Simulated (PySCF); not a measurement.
# C3H8Cl3NZr: excited-state calculation

The run: excited-state calculation of C3H8Cl3NZr (Zr(NMeEt)Cl3). Method and program: TDDFT CAM-B3LYP/def2-SVPD, vertical, gas phase, core orbitals frozen in the response (PySCF 2.14.0).

The geometry comes from this level: PBE0-D3(BJ)/def2-SVP. It belongs to a series of runs on one base structure; here: one ligand: Cl to NMeEt.

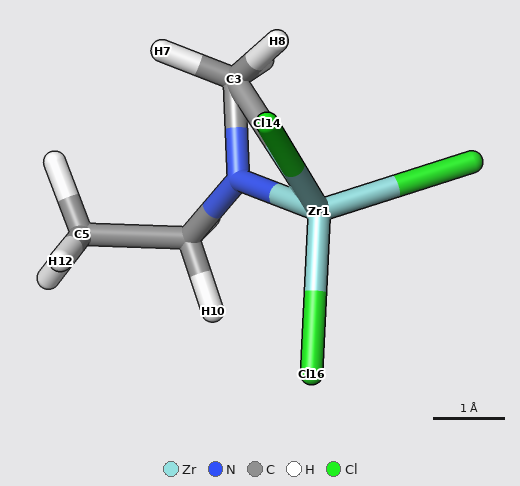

Fig. 1: The input geometry (stick view, seen at a tilt; atoms are numbered from 1 in the order of the input). Sticks mark near contacts. Bond lengths as drawn: Cl–Zr 2.34 to 2.36 Å, C–C 1.52 Å, C–H 1.10 to 1.11 Å, C–N 1.45 Å, C–Zr 2.85 Å and N–Zr 1.98 Å.

### Input file
```
{"job": {"kind": "uv", "xc": "CAM-B3LYP", "basis": "def2-SVPD", "ip": true, "nstates": 10}, "charge": 0, "multiplicity": 1}
Zr     0.911475    -0.015548    -1.999316
N      0.020560     0.274157    -0.258886
C      0.644972     1.349425     0.483454
C     -1.148102    -0.336911     0.346545
C     -0.830235    -1.222740     1.541209
H     -0.063756     2.177654     0.665227
H      1.057714     1.011045     1.449565
H      1.495517     1.774391    -0.082792
H     -1.852233     0.463254     0.645516
H     -1.665002    -0.931165    -0.423700
H     -1.758346    -1.626132     1.973154
H     -0.194217    -2.069142     1.239283
H     -0.307166    -0.669413     2.335755
Cl     3.218668    -0.317728    -1.610160
Cl     0.561926     1.960279    -3.227000
Cl    -0.126127    -1.855376    -3.011433
```

The first line tells a small driver script what to run in PySCF; the rest is the geometry in Å.

Run as:
```bash
OMP_NUM_THREADS=1 python <driver script> task.json out
```

### Output
```
coarse grid: 67592 points
cycle   1  E = -1600.6853522231  dE = -5.279e+00  |g| = 1.321e+00  |ddm| = 8.586e+00
cycle   2  E = -1600.6202130422  dE =  6.514e-02  |g| = 1.355e+00  |ddm| = 5.340e+00
cycle   3  E = -1601.1810052182  dE = -5.608e-01  |g| = 1.615e-01  |ddm| = 2.577e+00
cycle   4  E = -1601.1856574302  dE = -4.652e-03  |g| = 1.060e-01  |ddm| = 4.477e-01
cycle   5  E = -1601.1877339870  dE = -2.077e-03  |g| = 4.049e-02  |ddm| = 1.444e-01
cycle   6  E = -1601.1881439645  dE = -4.100e-04  |g| = 8.099e-03  |ddm| = 5.879e-02
cycle   7  E = -1601.1881679889  dE = -2.402e-05  |g| = 2.951e-03  |ddm| = 1.470e-02
cycle   8  E = -1601.1881732223  dE = -5.233e-06  |g| = 8.183e-04  |ddm| = 1.020e-02
final grid: 137240 points
cycle   9  E = -1601.1878121883  dE = -3.395e-07  |g| = 8.176e-04  |ddm| = 8.395e-03
cycle  10  E = -1601.1878121136  dE =  7.472e-08  |g| = 1.119e-03  |ddm| = 2.515e-03
cycle  11  E = -1601.1878123996  dE = -2.860e-07  |g| = 1.585e-04  |ddm| = 1.349e-03
cycle  12  E = -1601.1878124080  dE = -8.468e-09  |g| = 6.829e-05  |ddm| = 2.966e-04
cycle  13  E = -1601.1878124112  dE = -3.209e-09  |g| = 2.683e-05  |ddm| = 2.662e-04
cycle  14  E = -1601.1878124115  dE = -2.483e-10  |g| = 5.051e-06  |ddm| = 5.381e-05
```

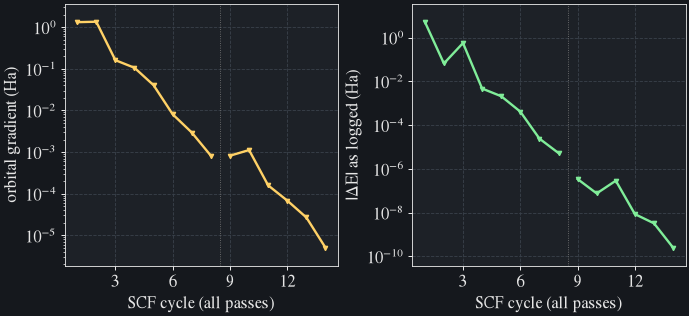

Fig. 2: Convergence of the self-consistent field: orbital gradient and size of the energy change against the SCF cycle. The dotted line marks the change from a coarse to the final integration grid. The first 8 cycles use a coarse grid, the final grid takes over at cycle 9, and the field converges after 14 cycles in all.

```
converged SCF energy = -1601.1878124115

Static polarisability (au): isotropic 128.388, principal 119.090 125.457 140.618

Singlet excitations
state   eV       nm        f      main configurations
  1   4.1513    298.7   0.00165   H->L 0.95
  2   4.7763    259.6   0.02629   H->L+1 0.95
  3   5.0015    247.9   0.00085   H->L+2 0.94
  4   5.8603    211.6   0.05015   H->L+5 0.56, H->L+3 0.34
  5   5.9432    208.6   0.12838   H->L+3 0.54, H->L+5 0.33
  6   6.0873    203.7   0.00987   H-2->L 0.90
  7   6.1116    202.9   0.01652   H-1->L 0.73, H-3->L 0.15
  8   6.2895    197.1   0.00514   H-3->L 0.55, H-2->L+1 0.23
  9   6.3459    195.4   0.00684   H-1->L+1 0.52, H-4->L 0.36
 10   6.4572    192.0   0.01143   H-3->L+1 0.31, H-1->L+1 0.30, H-4->L 0.29

Triplet excitations (Tamm-Dancoff, eV): 4.0252 4.1817 4.8796 4.9807
Vertical ionisation energy (delta-SCF) = 9.1417 eV
Vertical electron affinity (delta-SCF) = 0.5939 eV
```

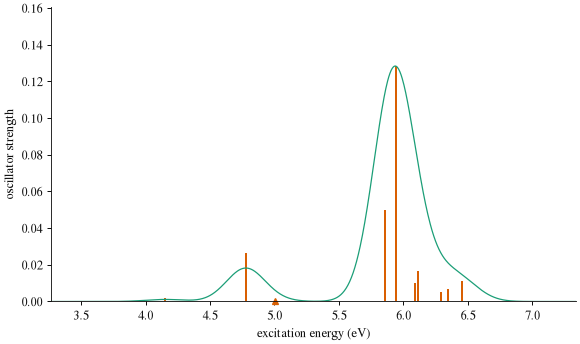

Fig. 3: Computed excitations as sticks (degenerate states added up, dark ones marked on the axis), with a Gaussian envelope of 0.35 eV full width at half maximum, scaled to the tallest. Of the 10 states the lowest lies at 4.15 eV (f = 0.002); the strongest line is at 5.94 eV, or 209 nm (f = 0.128).

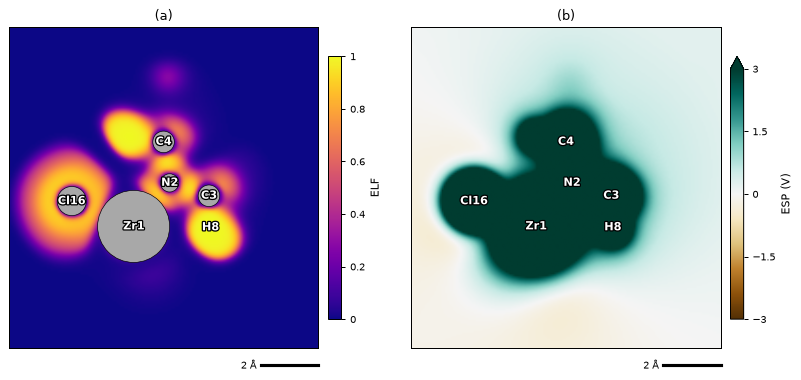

Fig. 4: (a) ELF; (b) molecular electrostatic potential on the plane of atoms N2, C3 and H8. Grey discs, where drawn, cover atomic cores. The section cuts through Zr, N, C, H and Cl sites. C–N (1.45 Å): the ELF peaks at about 0.95 between the atoms, which marks localised, shared-pair bonding. Zr–N (1.98 Å): the ELF peaks at about 0.90 in the valence shell of N, 0.6 Å from its nucleus, and drops to about 0.30 between the two atoms. Zr–Cl (2.34 Å): the ELF peaks at about 0.85 in the valence shell of Cl, 0.8 Å from its nucleus, and is about 0.30 at the midpoint. C–Zr (2.85 Å): the ELF is about 0.30 at the midpoint. C–H (1.11 Å): the ELF climbs to about 1 towards the hydrogen, as it does in any bond to H (a covalent bond by its length).

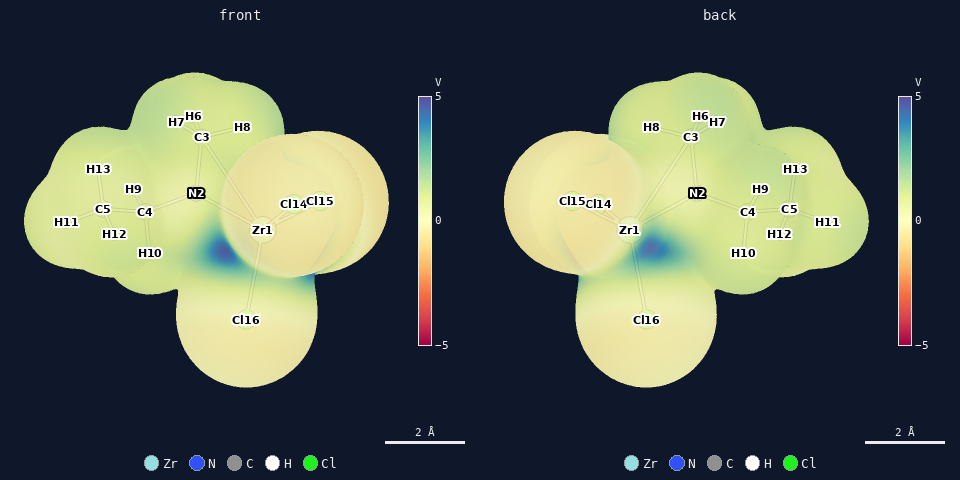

Fig. 5: The molecular electrostatic potential painted on the density surface at 0.004 e/bohr³, seen at a tilt and from behind; the colour scale runs from red (negative) to blue (positive). A positive charge is drawn to the negative regions and a negative charge to the positive ones.

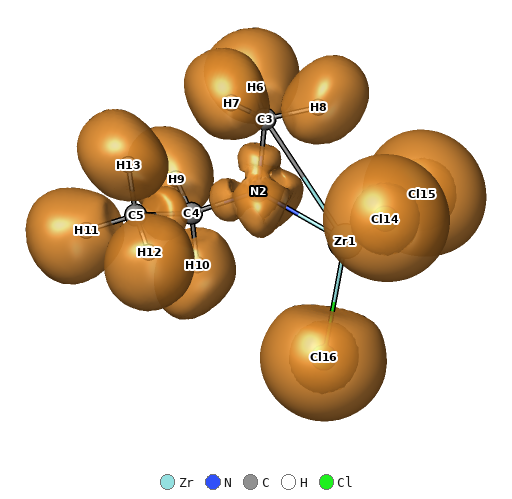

Fig. 6: Isosurface of the electron localisation function at 0.75 (orange), seen face on. Core shells and regions of very low density are left out. C–C (1.52 Å): the ELF peaks at about 0.95 between the atoms, as expected for localised, shared-pair bonding.

### Key numbers

- outcome: converged
- total energy: −1601.187812 hartree
- HOMO: −8.80 eV
- LUMO: −0.95 eV
- dipole moment: 3.93 D
- mean polarisability: 128.39 a.u.
- vertical ionisation energy: 9.14 eV
- vertical electron affinity: 0.59 eV
- lowest singlet excitation: 4.15 eV
- hardware: 1 CPU thread, shared host
- wall time: 5.9 min
- peak memory: 1.8 GiB

### Notes

Spin–orbit coupling is left out, which matters for the heavy atoms.
